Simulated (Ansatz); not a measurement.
# SiH3F (SMILES F[SiH3]) at 6 levels

We compute a comparison of 6 runs (HF/STO-3G, HF/3-21G, B3LYP/6-31G, B3LYP/6-31G*, SVWN5/6-311G**, CCSD/def2-SVP) of SiH3F. 

Program for the calculation: Ansatz 0.2.0.

4 further runs of the same task are left out: 2 for a known fault of the program, 2 set aside as unsound or not needed.

## Step 1: The molecule

SiH3F: 5 atoms, total charge 0, spin state singlet. SMILES: `F[SiH3]`. The coordinates come from a PBE0-D4/def2-TZVP relaxation.

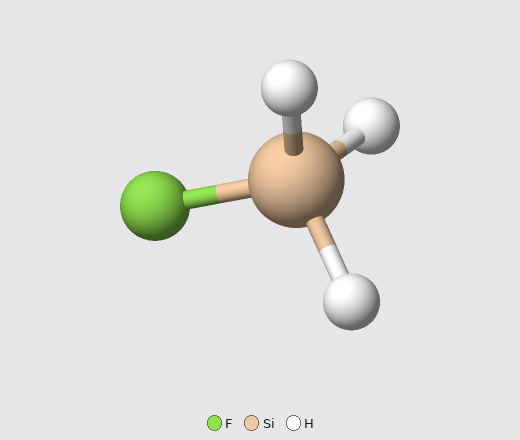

Viewed from a chosen angle; fluorine green, silicon light orange, hydrogen white.

## Step 2: Energy and forces at HF/STO-3G (run 1)

File job.yaml:

```yaml
crystal:
  periodic: [false, false, false]
  atoms:
    - symbol: F
      position_ang: [-1.274600, 0.162800, 0.858000]
    - symbol: Si
      position_ang: [0.043300, -0.019300, -0.030700]
    - symbol: H
      position_ang: [-0.367800, -0.192600, -1.443700]
    - symbol: H
      position_ang: [0.768600, -1.217900, 0.451600]
    - symbol: H
      position_ang: [0.880500, 1.193400, 0.123400]
basis:
  gaussian:
    orbitals: STO-3G
hamiltonian:
  xc: hf
accuracy: high
output: {forces: true, orbitals: {seedname: orbitals}}
```

Started as:

```console
$ ansatz run job.yaml --threads 1 --pin off --max-ram 2610MiB --events-out events.jsonl --progress --plain --runs-dir runs
```

Output:

```text
Warning: RAYON_NUM_THREADS=1 ignored (pool sized by the plan → 1); use --threads N
Functional definition: HF
  name "HF"
  exchange = exact_x
  correlation = 0
291 factors; integrals over basis functions are off by at most 3.3e-8 eV
mean field evaluation 1: about -10485.5566 eV, gradient 1.6e1 eV
mean field evaluation 2: about -10485.5753 eV, gradient 1.6e1 eV
mean field evaluation 4: about -10486.8668 eV, gradient 9.9e-1 eV
mean field evaluation 8: about -10486.8730 eV, gradient 2.0e-6 eV
mean field -10486.87298358 eV, -385.3854738887 hartree, gradient 3.3e-8 eV, S^2 0.000000; 0 other end points of the search recorded, 0 dependent functions left out
the calculation of the forces begins
reference -10486.87298358 eV, -385.3854738887 hartree; 13, 13 occupied and 4, 4 virtual orbitals, 291 factors
Total energy: -10486.87298358 eV, -385.3854738887 hartree
Atom 0 at    -1.274600     0.162800     0.858000 Å, force    -0.829118     0.114670     0.559225 eV/Å
Atom 1 at     0.043300    -0.019300    -0.030700 Å, force     1.742667    -0.241773    -1.178177 eV/Å
Atom 2 at    -0.367800    -0.192600    -1.443700 Å, force     0.559870     0.173257     1.462090 eV/Å
Atom 3 at     0.768600    -1.217900     0.451600 Å, force    -0.675895     1.287289    -0.599880 eV/Å
Atom 4 at     0.880500     1.193400     0.123400 Å, force    -0.797523    -1.333443    -0.243258 eV/Å
Dipole moment:     0.178679    -0.024659    -0.120452 e Å
```

Wall time 0.12 s (1 thread of AMD EPYC 9B45 (Zen 5), shared host).

## Step 3: Energy and forces at HF/3-21G (run 2)

File input.yaml:

```yaml
crystal:
  periodic: [false, false, false]
  atoms:
    - symbol: F
      position_ang: [-1.274600, 0.162800, 0.858000]
    - symbol: Si
      position_ang: [0.043300, -0.019300, -0.030700]
    - symbol: H
      position_ang: [-0.367800, -0.192600, -1.443700]
    - symbol: H
      position_ang: [0.768600, -1.217900, 0.451600]
    - symbol: H
      position_ang: [0.880500, 1.193400, 0.123400]
basis:
  gaussian:
    orbitals: 3-21G.json
hamiltonian:
  xc: hf
accuracy: high
output:
  forces: true
  orbitals: {seedname: orbitals}
```

The basis set 3-21G is read from a file made from the Basis Set Exchange's data (not shown).

Started as:

```console
$ ansatz run input.yaml --threads 1 --pin off --max-ram 2610MiB --events-out events.jsonl --progress --plain --runs-dir runs
```

Output, shortened:

```text
Warning: RAYON_NUM_THREADS=1 ignored (pool sized by the plan → 1); use --threads N
[... 2 set-up lines as earlier in the session ...]
[...]
572 factors; integrals over basis functions are off by at most 3.7e-9 eV
[...]
mean field -10560.00174984 eV, -388.0729064805 hartree, gradient 1.6e-8 eV, S^2 0.000000; 0 other end points of the search recorded, 0 dependent functions left out
[...]
reference -10560.00174984 eV, -388.0729064805 hartree; 13, 13 occupied and 15, 15 virtual orbitals, 572 factors
Total energy: -10560.00174984 eV, -388.0729064805 hartree
Atom 0 at    -1.274600     0.162800     0.858000 Å, force    -1.284875     0.177641     0.866538 eV/Å
Atom 1 at     0.043300    -0.019300    -0.030700 Å, force     1.029486    -0.142944    -0.696531 eV/Å
Atom 2 at    -0.367800    -0.192600    -1.443700 Å, force     0.141365    -0.002942     0.025578 eV/Å
Atom 3 at     0.768600    -1.217900     0.451600 Å, force     0.060961     0.068826    -0.109295 eV/Å
Atom 4 at     0.880500     1.193400     0.123400 Å, force     0.053064    -0.100582    -0.086290 eV/Å
Dipole moment:     0.316152    -0.043646    -0.213125 e Å
```

Wall time 0.14 s (1 thread of AMD EPYC 9B45 (Zen 5), shared host).

Runs 3 to 5 aren't shown in full; the table further down has their settings and results.

## Step 4: Energy and gradient at CCSD/def2-SVP (run 6)

File run.yaml:

```yaml
crystal:
  periodic: [false, false, false]
  atoms:
    - {symbol: F, position_ang: [-1.274600, 0.162800, 0.858000]}
    - {symbol: Si, position_ang: [0.043300, -0.019300, -0.030700]}
    - {symbol: H, position_ang: [-0.367800, -0.192600, -1.443700]}
    - {symbol: H, position_ang: [0.768600, -1.217900, 0.451600]}
    - {symbol: H, position_ang: [0.880500, 1.193400, 0.123400]}
basis:
  gaussian:
    orbitals: def2-SVP
output:
  forces: true
  orbitals: {seedname: orbitals}
scf:
  omitted_lower_state_checks: [cluster_reference, increment]
accuracy: high
correlation:
  method: ccsd
  frozen_orbitals: {F: 1, H: 0, Si: 5}
```

Started as:

```console
$ ansatz run run.yaml --threads 1 --pin off --max-ram 2610MiB --events-out events.jsonl --progress --plain --runs-dir runs
```

Output:

```text
Warning: RAYON_NUM_THREADS=1 ignored (pool sized by the plan → 1); use --threads N
[... 11 lines left out ...]
6 core orbitals not correlated: weight in the atoms' cores, before any rotation towards them, 1.000 or more for the frozen orbitals, at most 0.000 for the correlated occupied ones
[... 22 lines left out ...]
Total energy: -10620.79253909 eV, -390.3069267799 hartree
[... 5 lines left out ...]
Dipole moment:     0.233377    -0.032214    -0.157317 e Å
Checks for a lower state left out: cluster_reference, increment
```

It took 1 s on 1 thread of AMD EPYC 9B45 (Zen 5), shared host.

## Step 5: Overview of the runs

```csv
run,level,Cartesian functions,frozen core orbitals,energy (Eh),dipole moment (D),HOMO energy (eV),LUMO energy (eV),wall time
1,HF/STO-3G,no,–,-385.385474,1.04,-10.43,13.48,0.12 s
2,HF/3-21G,no,–,-388.072906,1.84,-13.26,4.09,0.14 s
3,B3LYP/6-31G,no,–,-391.106899,2.01,-9.46,0.02,0.76 s
4,B3LYP/6-31G* (Cartesian functions),yes,–,-391.180295,1.29,-9.37,0.08,0.88 s
5,SVWN5/6-311G**,no,–,-389.389941,1.45,-8.27,-1.08,0.78 s
6,CCSD/def2-SVP,no,6,-390.306927,1.36,-13.38,3.88,1 s
```

## Step 6: Results

| quantity | value |
| --- | --- |
| run 6: total energy | -390.30693 Eh |
| run 6: dipole moment (correlated density) | 1.36 D |
| run 6: HOMO energy (Hartree–Fock orbitals) | -13.38 eV |
| run 6: LUMO energy (Hartree–Fock orbitals) | 3.88 eV |
| run 6: HOMO–LUMO gap (Hartree–Fock orbitals) | 17.26 eV |
| run 6: correlation energy (6 core orbitals frozen) | -315.3 mEh |
| run 6: T1 diagnostic | 0.011 |
| run 6: largest force on an atom | 1.037 eV/Å |

**Reading.** The dipole moment (its size) runs from 1.04 D (HF/STO-3G) to 2.01 D (B3LYP/6-31G). The two ends differ in method and basis. Over runs 1, 2, 3, 4, 5 the HOMO–LUMO gap runs from 7.19 eV (SVWN5/6-311G**) to 23.91 eV (HF/STO-3G). Totals of different functionals can't be ranked against each other. In run 1 the basis is minimal, so the values are rough. All runs together took 3.7 s, the longest 1 s.
